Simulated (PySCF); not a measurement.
```xyz
6

N     2.4728   -0.0039    0.0430
C     1.3135    0.0080    0.0227
Si   -0.5437    0.0275   -0.0093
H    -0.9905   -0.9760   -1.0116
H    -0.9755    1.3979   -0.3930
H    -1.0237   -0.3252    1.3533
```

Geometry: PBE0-D3(BJ)/def2-SVP.

Level of theory: CAM-B3LYP/def2-SVPD, SCF density, gas phase in PySCF 2.14.0.

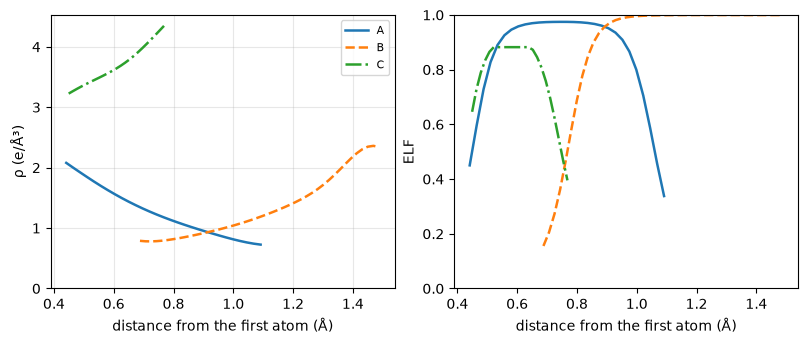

CH3NSi. Electron density and electron localisation function along straight lines between neighbouring atoms. The curves leave out the atomic cores.

### Which curve belongs to which contact (C–N, C–Si and Si–H)? The first atom named is at distance zero.

Curve A: C–Si (1.86 Å): ρ at the midpoint is about 0.91 e/Å³; the ELF peaks at about 1 between the atoms (a shared electron pair). Curve B: Si–H (1.49 Å): ρ at the midpoint is about 0.78 e/Å³; the ELF climbs to about 1 towards the hydrogen, as it does in any bond to H. Curve C: C–N (1.16 Å): the density is about 3.6 e/Å³ at the midpoint; the ELF peaks at about 0.90 between the atoms (a short, multiple covalent bond).
